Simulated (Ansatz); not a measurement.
## Electronic structure of C$_{6}$H$_{10}$GeO$_{6}$ (SMILES CC(=O)[O][GeH]([O]C(C)=O)[O]C(C)=O) in real space

Input file:

```
crystal:
  periodic: [false, false, false]
  atoms:
    - {symbol: C, position_ang: [1.940564, 2.674394, -2.319551]}
    - {symbol: C, position_ang: [1.005472, 2.300736, -1.216283]}
    - {symbol: O, position_ang: [0.802768, 2.955454, -0.220313]}
    - {symbol: O, position_ang: [0.386847, 1.139064, -1.421136]}
    - {symbol: Ge, position_ang: [-0.734331, 0.721531, -0.063868]}
    - {symbol: O, position_ang: [0.232633, 0.400269, 1.404619]}
    - {symbol: C, position_ang: [0.981580, -0.708276, 1.468129]}
    - {symbol: C, position_ang: [1.650615, -0.849449, 2.798286]}
    - {symbol: O, position_ang: [1.082368, -1.480590, 0.551560]}
    - {symbol: O, position_ang: [-1.430086, -0.726667, -0.901642]}
    - {symbol: C, position_ang: [-2.213095, -1.385737, -0.058497]}
    - {symbol: C, position_ang: [-2.790573, -2.640989, -0.618752]}
    - {symbol: O, position_ang: [-2.397728, -0.967270, 1.065063]}
    - {symbol: H, position_ang: [2.698862, 1.896825, -2.429854]}
    - {symbol: H, position_ang: [1.393015, 2.725939, -3.262483]}
    - {symbol: H, position_ang: [2.409382, 3.630540, -2.102258]}
    - {symbol: H, position_ang: [-1.778071, 1.780852, 0.220782]}
    - {symbol: H, position_ang: [2.291469, -1.727365, 2.798874]}
    - {symbol: H, position_ang: [2.231042, 0.048254, 3.017559]}
    - {symbol: H, position_ang: [0.888023, -0.939687, 3.574561]}
    - {symbol: H, position_ang: [-3.267937, -2.438814, -1.578508]}
    - {symbol: H, position_ang: [-3.502014, -3.070400, 0.081712]}
    - {symbol: H, position_ang: [-1.975905, -3.345213, -0.802301]}
basis:
  gaussian: {orbitals: def2-TZVPP}
hamiltonian: {xc: pbe0, dispersion: d4}
output: {orbitals: {seedname: orbitals}}
```

Command:

```sh
ansatz run in.yaml --threads 11 --pin off --events-out ev --progress --plain --max-ram 174080MiB --backend cuda --devices 0, --max-vram 75GiB
```

Geometry: PBE0-D4/def2-TZVP.

Computed with RKS PBE0-D4/def2-TZVPP in Ansatz 0.2.0.

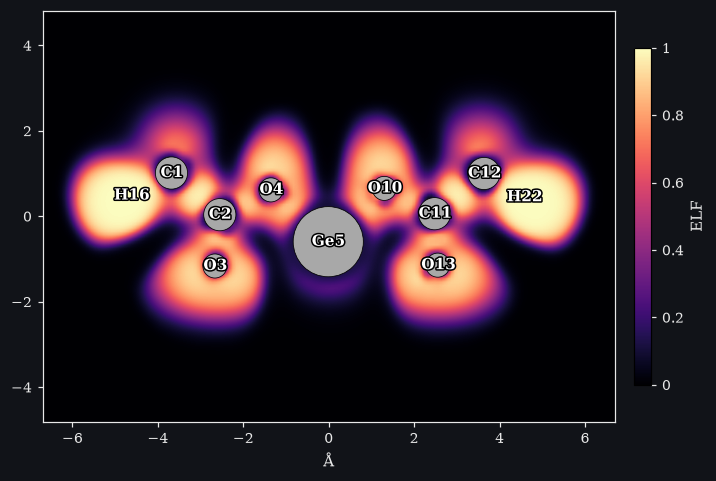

Figure 1. Electron localisation function on the plane of atoms C11, C12 and H22. Grey discs cover the atomic cores.

### What does the map show?

The section cuts through C, O, Ge and H sites.
C–O (1.21 Å): the ELF peaks at about 0.85 between the atoms (a multiple bond).
C–C (1.49 Å): the ELF peaks at about 0.95 between the atoms (a shared electron pair).
Ge–O (1.81 Å): the ELF peaks at about 0.85 in the valence shell of O, 0.6 Å from its nucleus, and is about 0.40 at the midpoint.
C–H (1.09 Å): the ELF climbs to about 1 towards the hydrogen, as it does in any bond to H; a covalent bond by its length.
C–O (1.33 Å): the ELF peaks at about 0.85 between the atoms: a shared but strongly polarised pair.
The ELF also peaks beside O3, O13, O4 and O10, away from the bonds: lone-pair regions.

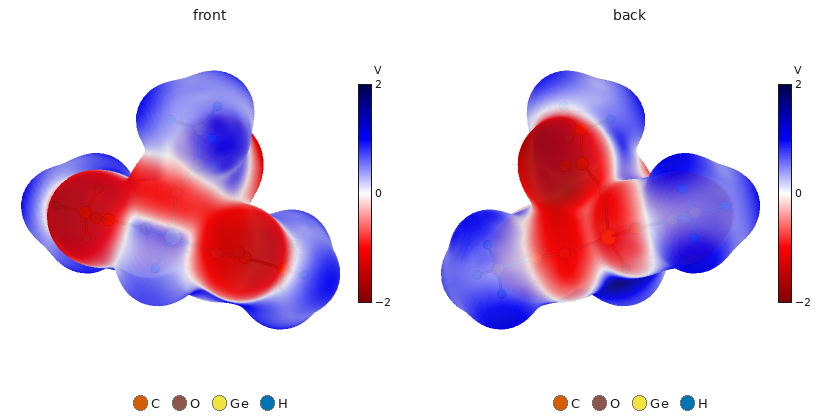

Figure 2. The molecular electrostatic potential painted on the density surface at 0.002 e/bohr³, seen from the front and from behind; the colour scale runs from red (negative) to blue (positive).

### Where is the surface potential most negative and most positive?

The most negative region (about −1.6 V) lies over O9, the most positive (about +1.5 V) over Ge5. O9 is the likeliest acceptor of a hydrogen bond.

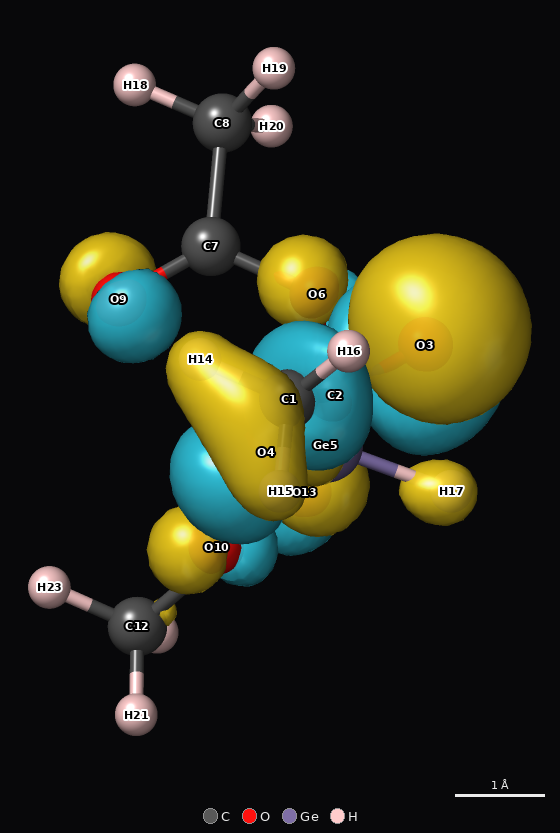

Figure 3. The HOMO−1 at ±0.08 Å⁻³ᐟ² (yellow and cyan are the two phases), seen at an oblique angle.

### Describe this orbital and give its energy.

It lies mainly on O3 (about 55 %), O4 (about 10 %), C2 (about 10 %) and C1 (about 5 %). Its energy is −8.27 eV.
